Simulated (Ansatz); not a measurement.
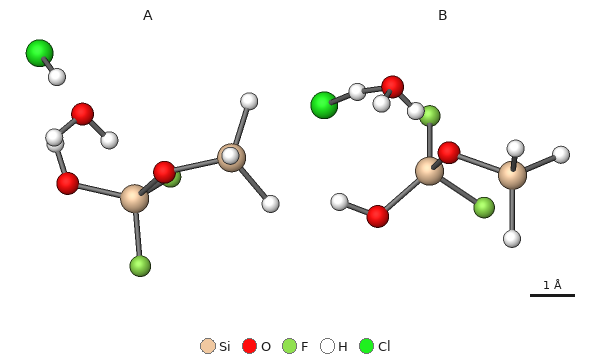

Two geometries of Si2H7O3ClF2 (started from a transition state, displaced along its imaginary mode), drawn at one scale. One is the start of a relaxation, the other its converged end. Style: ball-and-stick. Shown from a free direction.

Level of theory: Ansatz 0.2.0, RKS PBE0-D4/def2-TZVP. Settings: force threshold 0.005 eV/Å; at most 200 steps.

Q: Which geometry has the lower energy?

A: Structure A is the relaxed one. The energy falls by 1.273 eV in 68 accepted moves (73 points after the start). The largest force component goes from 7.4 to 0.004 eV/Å. The line search rejected the trial steps at points 6, 23, 27, 47, 58 of the run. The atom that moves furthest after the best rigid fit is an F atom (1.89 Å). Largest moves by element: F 1.89 Å, H 1.67 Å, Cl 1.24 Å, O 0.88 Å, Si 0.66 Å. Near-neighbour distances that change, for instance: Cl–Si 2.992 → 4.082 Å, H–O 1.153 → 1.611 Å, Cl–H 1.541 → 1.340 Å, H–O 0.851 → 0.972 Å. Bonds break: H–O (1.15 → 1.61 Å). Bond angles that change, for instance: Si–O–Si 119.4° → 135.7°, O–Si–F 101.2° → 108.9°, O–Si–O 119.2° → 111.9°. Groups turn about O–Si by about 80°, O–Si by about 25°.
